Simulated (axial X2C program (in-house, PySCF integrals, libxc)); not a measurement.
Relativistic diatomic calculation for PSi⁺

PSi⁺. The reference is closed-shell PSi⁺; the roots are vertical excitation energies. The distance is the PBE0 minimum at charge 1. Computed at this level: EOM-EE-CCSD, two-component X2C with atomic mean-field Coulomb and Gaunt terms, P dyall-av3z, Si dyall-av3z (cores contracted) (axial X2C program (in-house, PySCF integrals, libxc)).

**Output**
```
two-component X2C + atomic mean field  HF
basis functions 124  fitting functions 674  grid points 4359
iter        total energy     max residual
   1       -630.635892818     8.33e-02
   2       -630.650171570     4.27e-03
   3       -630.650916797     1.81e-03
   4       -630.651059261     8.40e-04
   5       -630.651095062     4.58e-04
   6       -630.651110647     1.60e-04
   7       -630.651113664     3.62e-05
   8       -630.651113763     7.40e-06
   9       -630.651113764     1.52e-06
converged
one-electron -965.64713110  Coulomb 328.09487039  exact exchange -42.80244720  xc functional 0.00000000  nuclear repulsion 49.78817845  atomic mean-field constant -0.08458430
correlated 8  virtual 204  natural virtual 88  E(MP2) -0.182097538  MP2 remainder -0.016464692
iter   CCSD correlation   residual
   1     -0.192668904   1.74e-01
   2     -0.206402052   9.38e-02
   3     -0.209111551   5.27e-02
   4     -0.210569782   3.76e-02
   5     -0.211462559   2.34e-02
   6     -0.211623230   1.01e-02
   7     -0.211789659   4.71e-03
   8     -0.211806364   2.38e-03
   9     -0.211806229   1.23e-03
  10     -0.211816385   5.36e-04
  11     -0.211821558   2.44e-04
  12     -0.211824658   1.01e-04
  13     -0.211825189   4.88e-05
  14     -0.211825259   2.63e-05
  15     -0.211825479   1.49e-05
  16     -0.211825727   9.99e-06
  17     -0.211825979   6.11e-06
  18     -0.211826066   3.58e-06
  19     -0.211826129   2.15e-06
  20     -0.211826151   1.09e-06
  21     -0.211826161   5.58e-07
(T) -0.013547449183751921  T1 0.0244  D1 0.0369  max T2 0.258
EOM-EE-CCSD roots
2*Omega      energy/Eh   energy/eV  one-particle weight
    0       0.08399736      2.2857      0.527
    0       0.08400495      2.2859      0.525
    0       0.08952741      2.4362      0.033
    0       0.09936462      2.7038      0.118
    0       0.09937747      2.7042      0.118
    2      -0.01420600     -0.3866      0.953
    2       0.01918553      0.5221      0.900
    2       0.08873354      2.4146      0.763
    2       0.11085072      3.0164      0.073
    4       0.00835591      0.2274      0.922
    4       0.01150696      0.3131      0.947
    4       0.09899914      2.6939      0.861
    6       0.14541868      3.9570      0.000
```

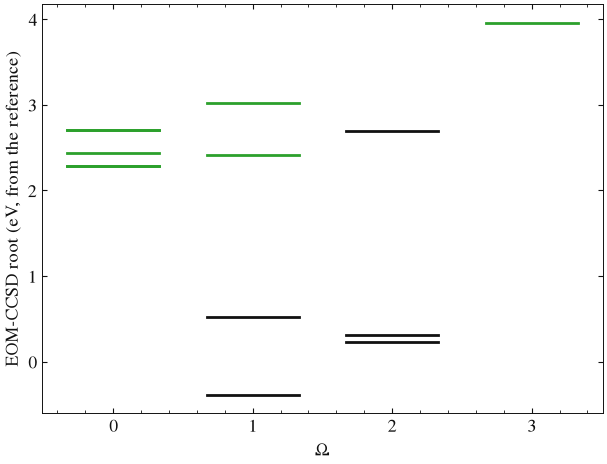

*EOM-CCSD roots by Ω at 2.23 Å; roots whose one-particle weight is under 0.8 have the second colour.*

The lowest has Ω = 1 and lies at −0.387 eV, with one-particle weight 0.95. 8 of the 13 roots are less well described at this level.

**Input file**
```
{"zs": [15, 14], "q": 1, "bas": ["dyall-av3z", "dyall-av3z"], "r0": 2.09, "eom": "ee", "thr": -2.0, "nmax": 88}
```

The line is the task of a batch: nuclear charges, charge, bases, a first guess of the distance and further settings. This report covers the levels named above. The log is that of the reference distance 2.232 Å.

Launched within a batch (the task file carries these settings):
```bash
python <driver script> task.json out
```

**Key numbers**

- outcome: converged
- HF energy of the reference PSi⁺: −630.65111 hartree
- MP2 energy of the reference PSi⁺: −630.83321 hartree
- CCSD energy of the reference PSi⁺ (with the MP2 share of the virtual spinors left out of the coupled-cluster step): −630.87940 hartree
- CCSD(T) energy of the reference PSi⁺: −630.89295 hartree
- T1 diagnostic (spinor form; for a closed shell √2 times the usual value): 0.024
- hardware: 1 thread of Arm Neoverse V2, 112 GiB of memory available, shared host
- wall time: 25 s
- peak memory: 0.54 GiB
